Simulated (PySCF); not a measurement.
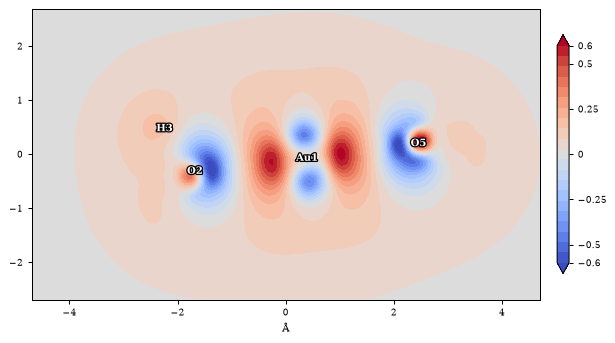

AuH4O2 (charge +1). One frontier orbital on the plane of atoms Au1, O2 and H3 (values in Å⁻³ᐟ²; the overall sign is arbitrary).

Core potentials replace the inner electrons of Au.

These are results of RKS B3LYP, Au def2-SVP with ECP60, O def2-SVP, H def2-SVP; non-relativistic Hamiltonian with scalar-relativistic core potentials where named; density fitting in PySCF, not measurements.

```
atom    x (Å)    y (Å)    z (Å)
  Au   0.0308   0.0278   0.0021
   O  -0.0400   0.0328   2.0853
   H   0.7209   0.3752   2.5846
   H  -0.3841  -0.7476   2.5521
   O   0.1024   0.1006  -2.0796
   H   0.4538  -0.6592  -2.5741
   H  -0.6565   0.4595  -2.5703
```

**Which orbital is it: HOMO or LUMO?**

The LUMO, at −6.78 eV. By Hirshfeld shares it lies mainly on Au1 (about 60 %), O2 (about 10 %) and O5 (about 10 %).
